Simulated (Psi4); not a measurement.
# SiH2SF (SMILES F[SiH]S) at UHF/STO-3G

What is the vertical doublet–quartet gap of SiH2SF at UHF/STO-3G? 

The calculation is run with Psi4 1.11.

1 further run of the same task is left out (set aside as unsound or not needed).

## Step 1: The molecule

SiH2SF: 5 atoms, total charge 0, spin state doublet. As SMILES, `F[SiH]S`. The shape is that of a PBE0-D4/def2-TZVP optimisation. This is one conformer, not always the lowest.

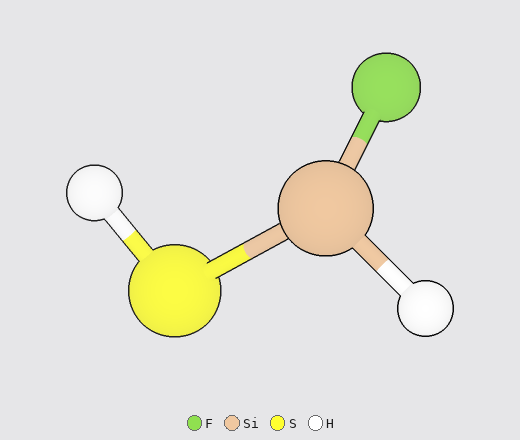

Viewed from a chosen angle; fluorine green, silicon light orange, sulfur yellow, hydrogen white.

## Step 2: Energy and gradient at UHF/STO-3G

Input file calc.in:

```
memory 1600 mb

molecule mol {
  0 2
  F     -1.242300    -0.527200     1.134200
  Si    -0.629400    -0.168000    -0.303300
  S      1.400700     0.438500    -0.191800
  H     -0.621800    -1.416500    -1.115500
  H      1.142700     1.599500     0.435000
  symmetry c1
  no_reorient
  no_com
}

set basis STO-3G
set reference uhf
set puream true
set e_convergence 1e-09
set d_convergence 1e-08
set scf_type pk
set maxiter 200

result, w = gradient("scf", return_wfn=True)
oeprop(w, "MULLIKEN_CHARGES", "WIBERG_LOWDIN_INDICES", "LOWDIN_CHARGES")
```

On the command line:

```console
$ psi4 -n 1 calc.in calc.out
```

calc.out, shortened:

```text
[...]
  Running in c1 symmetry.
[...]
  Nuclear repulsion =  142.484404698713689
[...]
  Multiplicity = 2
[...]
  Nalpha       = 21
  Nbeta        = 20
[...]
    Number of basis functions: 25
[...]
   @UHF iter   1:  -777.89001505662952   -1.69518e+00   1.02381e-02 ADIIS/DIIS
[...]
   @UHF iter  13:  -777.96125134576380   -7.95808e-13   7.74943e-09 DIIS
[...]
   @S^2 Observed:                7.537458406E-01
[...]
    Orbital Energies [Eh]
    ---------------------
    Alpha Occupied:
       1A    -90.700359     2A    -67.974802     3A    -25.836471
       4A     -8.612532     5A     -6.246001     6A     -6.242827
       7A     -6.239033     8A     -5.974580     9A     -4.007331
      10A     -3.993719    11A     -3.992823    12A     -1.446358
      13A     -0.889881    14A     -0.643740    15A     -0.505666
      16A     -0.479642    17A     -0.456994    18A     -0.417902
      19A     -0.353408    20A     -0.283650    21A     -0.220636
    Alpha Virtual:
      22A      0.417203    23A      0.485326    24A      0.512915
      25A      0.551283
[...]
  @UHF Final Energy:  -777.96125134576380
   => Energetics <=
    Nuclear Repulsion Energy =            142.4844046987136892
    One-Electron Energy =               -1370.3749497043227166
    Two-Electron Energy =                 449.9292936598453139
    Total Energy =                       -777.9612513457636851
  UHF NO Occupations:
  HONO-2 :   19  A 1.9991818
  HONO-1 :   20  A 1.9989962
[...]
 Multipole Moments:
 ------------------------------------------------------------------------------------
     Multipole            Electronic (a.u.)      Nuclear  (a.u.)        Total (a.u.)
 ------------------------------------------------------------------------------------
 L = 1.  Multiply by 2.5417464519 to convert [e a0] to [Debye]
 Dipole X            :         -5.9679335            5.5554169           -0.4125166
 Dipole Y            :          0.2068713            0.1931300            0.4000014
 Dipole Z            :         -4.4420356            4.1806411           -0.2613945
 Magnitude           :                                                    0.6312671
[...]
  -Total Gradient:
     Atom            X                  Y                   Z
    ------   -----------------  -----------------  -----------------
       1        0.002655620965     0.005862993890    -0.017238072722
       2       -0.007946984733     0.015166863454     0.039491809741
       3        0.008483532348    -0.008583732415    -0.009075277130
       4        0.000981518602    -0.021912149730    -0.018190305114
       5       -0.004173687171     0.009466024799     0.005011845222
[...]
  Mulliken Charges: (a.u.)
   Center  Symbol    Alpha    Beta     Spin     Total
       1     F     4.70077  4.61853  0.08225 -0.31930
       2    SI     7.07595  6.29513  0.78083  0.62892
       3     S     8.10059  7.99314  0.10745 -0.09373
       4     H     0.60056  0.56895  0.03161 -0.16950
       5     H     0.52213  0.52425 -0.00213 -0.04638
   Total alpha = 21.00000, Total beta = 20.00000, Total charge =  0.00000
  Lowdin Charges: (a.u.)
   Center  Symbol    Alpha    Beta     Spin     Total
       1     F     4.67198  4.58998  0.08200 -0.26195
[...]
```

It took 3.6 s on 1 thread of Intel Xeon Platinum 8259CL at 2.50GHz (Skylake/Cascade Lake), shared host; peak memory 0.18 GiB.

## Step 3: The quartet

Input file calc.inp:

```
memory 1600 mb

molecule {
  0 4
  F     -1.242300    -0.527200     1.134200
  Si    -0.629400    -0.168000    -0.303300
  S      1.400700     0.438500    -0.191800
  H     -0.621800    -1.416500    -1.115500
  H      1.142700     1.599500     0.435000
  units angstrom
  symmetry c1
  no_reorient
  no_com
}

set basis STO-3G
set reference uhf
set puream true
set e_convergence 1e-09
set d_convergence 1e-08
set scf_type pk
set maxiter 200

result, w = gradient("scf", return_wfn=True)
```

On the command line:

```console
$ psi4 -i calc.inp -o calc.out -n 1
```

calc.out, shortened:

```text
[...]
  Running in c1 symmetry.
[...]
  Nuclear repulsion =  142.484404698713689
[...]
  Multiplicity = 4
[...]
  Nalpha       = 22
  Nbeta        = 19
[...]
    Number of basis functions: 25
[...]
   @UHF iter   1:  -777.59430171141241   -1.39946e+00   8.02310e-03 ADIIS/DIIS
[...]
   @UHF iter  21:  -777.66136090913562   -1.36424e-12   6.27301e-09 DIIS
[...]
   @S^2 Observed:                3.760129781E+00
[...]
  @UHF Final Energy:  -777.66136090913562
   => Energetics <=
    Nuclear Repulsion Energy =            142.4844046987136892
    One-Electron Energy =               -1371.1907889763069761
    Two-Electron Energy =                 451.0450233684577483
    Total Energy =                       -777.6613609091355102
  UHF NO Occupations:
  HONO-2 :   20  A 1.0000000
  HONO-1 :   21  A 1.0000000
[...]
 Multipole Moments:
 ------------------------------------------------------------------------------------
     Multipole            Electronic (a.u.)      Nuclear  (a.u.)        Total (a.u.)
 ------------------------------------------------------------------------------------
 L = 1.  Multiply by 2.5417464519 to convert [e a0] to [Debye]
 Dipole X            :         -4.5438185            5.5554169            1.0115984
 Dipole Y            :          0.9303973            0.1931300            1.1235273
 Dipole Z            :         -4.5131775            4.1806411           -0.3325364
 Magnitude           :                                                    1.5479746
[...]
  -Total Gradient:
     Atom            X                  Y                   Z
    ------   -----------------  -----------------  -----------------
       1        0.044136914161     0.013934850575    -0.044019409720
       2        0.198406199640     0.088194476428     0.051848971355
       3       -0.253080811055    -0.080147778322     0.003716606079
       4        0.004167974486    -0.026585123455    -0.012741411020
       5        0.006369722781     0.004603574771     0.001195243302
[...]
```

Wall time 3 s (1 thread of Intel Xeon Platinum 8259CL at 2.50GHz (Skylake/Cascade Lake), shared host); peak memory 0.18 GiB.

## Step 4: Outcome

At UHF/STO-3G:

| quantity | value |
| --- | --- |
| doublet: total energy | -777.96125 Eh |
| doublet: dipole moment | 1.60 D |
| doublet: HOMO energy (highest over α and β) | -6.00 eV |
| doublet: LUMO energy (lowest over α and β) | 5.44 eV |
| doublet: ⟨S²⟩ | 0.754 |
| doublet: largest force on an atom | 2.213 eV/Å |
| quartet: total energy | -777.66136 Eh |
| quartet: dipole moment | 3.93 D |
| quartet: ⟨S²⟩ | 3.760 |
| quartet: largest force on an atom | 13.652 eV/Å |
| vertical energy of the quartet above the doublet | 8.160 eV |

At this shape the quartet lies 8.16 eV (188 kcal/mol) above the doublet. The largest force (doublet) is 2.21 eV/Å: the shape isn't a stationary point for this species at this level. In a minimal basis such a difference can be off by several eV, whatever the method. Mulliken charges (doublet) run from -0.32 on F1 to +0.63 on Si2; they depend strongly on the basis.
